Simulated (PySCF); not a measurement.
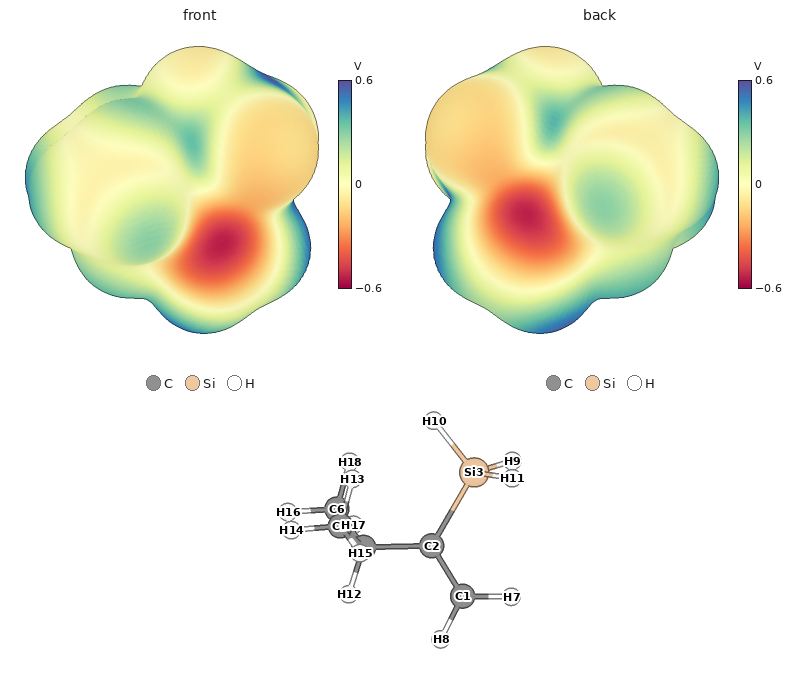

The picture shows: C5H12Si (SMILES C=C([SiH3])C(C)C). The electrostatic potential painted on the density surface at 0.001 e/bohr³, seen from the front and from behind; red is negative and blue positive. The bare structure is drawn below in the same view.

Geometry: GFN2-xTB.

The calculation used PySCF 2.14.0, PBE0/pcSseg-1, SCF density, gas phase, non-relativistic.

```xyz
18

C     0.7761   -0.9409    1.7742
C     0.5340   -0.3257    0.6234
Si    1.9898    0.2224   -0.4551
C    -0.8867   -0.0730    0.1872
C    -1.1423    1.4228    0.0066
C    -1.1957   -0.8359   -1.1006
H     1.7786   -1.1398    2.1174
H    -0.0151   -1.2762    2.4300
H     2.8124   -0.9496   -0.7687
H     1.5559    0.8330   -1.7149
H     2.7848    1.2064    0.2862
H    -1.5601   -0.4421    0.9720
H    -0.5250    1.8264   -0.7924
H    -2.1871    1.6000   -0.2412
H    -0.9088    1.9584    0.9242
H    -2.2363   -0.6922   -1.3850
H    -1.0181   -1.9000   -0.9601
H    -0.5650   -0.4877   -1.9148
```

**Describe the electrostatic potential map.**

The most negative region (about −0.5 V, or −12 kcal/mol for a unit charge) lies over the π face of C1 and C2, the most positive (about +0.5 V, or +12 kcal/mol for a unit charge) over Si3, H7 and H8.

**What dipole moment does the calculation give?**

Its dipole moment is 0.71 D.
